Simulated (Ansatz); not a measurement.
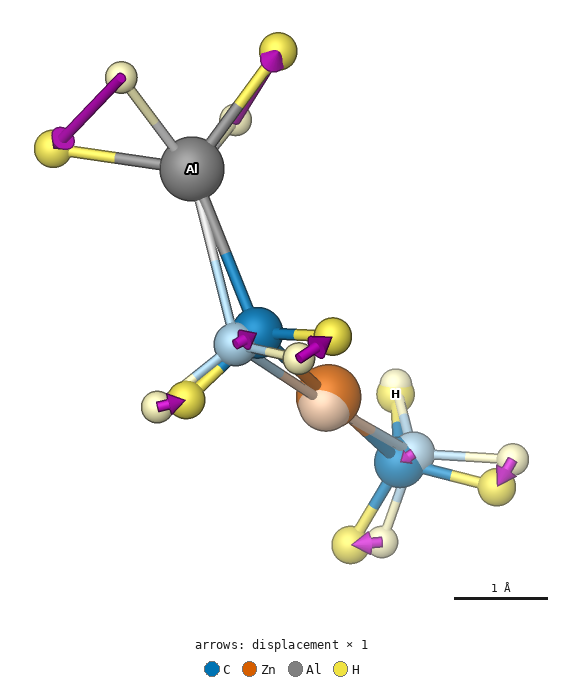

A relaxation of C₂H₇AlZn. The starting structure is drawn faded, the final one solid; purple arrows show the displacements, at their true length. The two geometries are superimposed by the best rigid fit.

The picture is a ball-and-stick view, seen from a free direction.

The start comes from GFN2-xTB.

All numbers below come from Ansatz 0.2.0, RKS PBE0-D4/def2-TZVP. (force threshold 0.005 eV/Å; at most 150 steps)

Q: Atoms of which element are displaced furthest, and by how much?

A: Hydrogen: up to 1.86 Å, against 0.30 Å for carbon.

Q: Describe the change and its energy.

A: The energy falls by 36.0 kJ/mol in 20 accepted moves (22 points after the start). Largest force component: 1.2 eV/Å at the start, 0.00067 eV/Å at the end. The line search rejected the trial steps at points 6, 15 of the run. An H atom moves most after the best rigid fit: 1.86 Å. Largest moves by element: H 1.86 Å, C 0.30 Å, Zn 0.11 Å, Al 0.06 Å. Some distances before and after: C–Zn 2.071 → 1.948 Å, C–Zn 2.043 → 1.941 Å, Al–H 1.546 → 1.592 Å, Al–C 1.950 → 1.920 Å. Among the angles between lasting bonds that change: C–Al–H 130.2° → 120.5°, Zn–C–Al 104.1° → 112.6°, H–Al–H 112.8° → 118.9°. Groups turn about Al–C by about 90°. The run took about 24 s of wall time on a shared GPU.
